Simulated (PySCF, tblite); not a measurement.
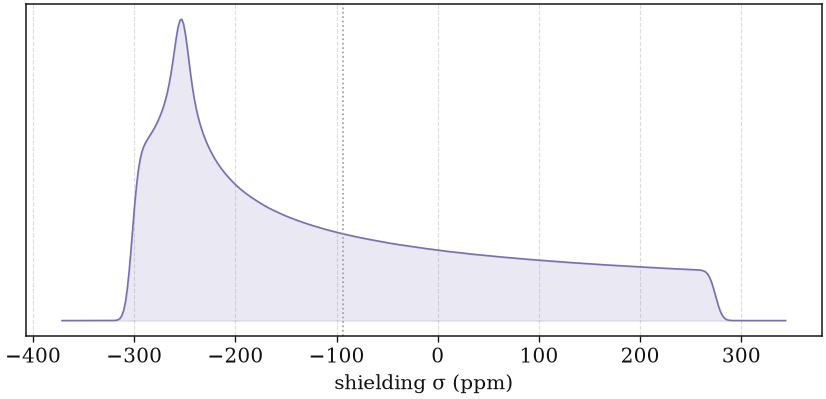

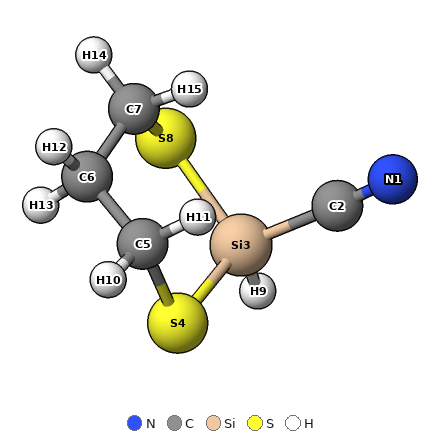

Static powder pattern (¹⁵N) from GIAO shielding tensors of C₄H₇NS₂Si, SMILES N#C[SiH]1SCCCS1, PBE0/pcSseg-1 with PySCF 2.14.0, at a GFN2-xTB geometry (a minimum by its frequencies); absolute shielding, one fixed geometry of the isolated molecule without any motion, no dipolar terms. The dotted line is the isotropic value; skew is 3(σiso − σ22)/span.

The pattern belongs to N1. Give the principal values, span and skew.

N1: σ11, σ22, σ33 = −302, −253, 274 ppm, isotropic −94, span 577 ppm, skew 0.83.

Known limits of this run: the tight-binding geometry is rougher than a DFT one and adds to the error; one conformer of a flexible molecule.
